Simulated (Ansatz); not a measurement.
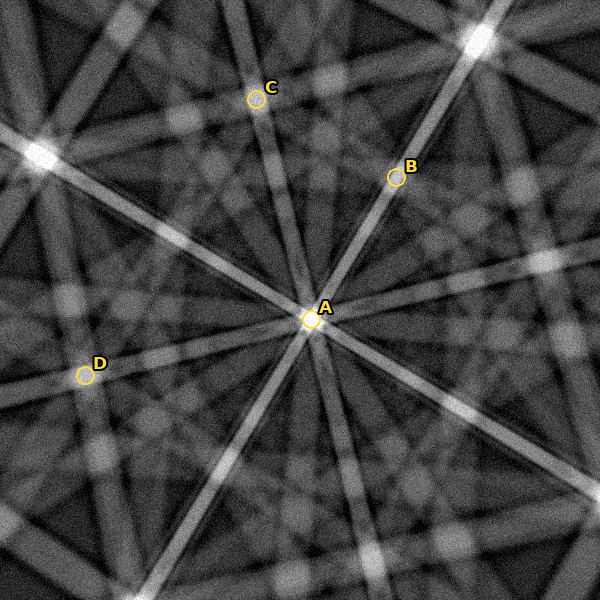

Simulated Kikuchi (electron backscatter) pattern at 20 kV: kinematic bands of width 2θ(Bragg) in gnomonic projection, seen from the camera side; the frame spans ±42° from its centre. Crystal: PtSe, space group Fm-3m (No. 225), a = 5.21 Å. Structure: the input geometry of an electronic-structure calculation (not necessarily at equilibrium); the starting structure was generated, so it need not be a known form of this composition.

Pole A is [001] and pole B is [-102].

> Index the poles C and D.

C is [-1-12], 35.3° from A and 24.1° from B. D is [1-12], 35.3° from A and 56.8° from B.

> Which band joins A and B, and how wide is it?

It comes from the planes common to both zones. The strongest order is 0 2 0 with d = 2.606 Å, so the band is 2θ = 1.9° wide (λ = 0.0859 Å). Other orders of the same planes (0 4 0) lie on the same centre line with other widths.
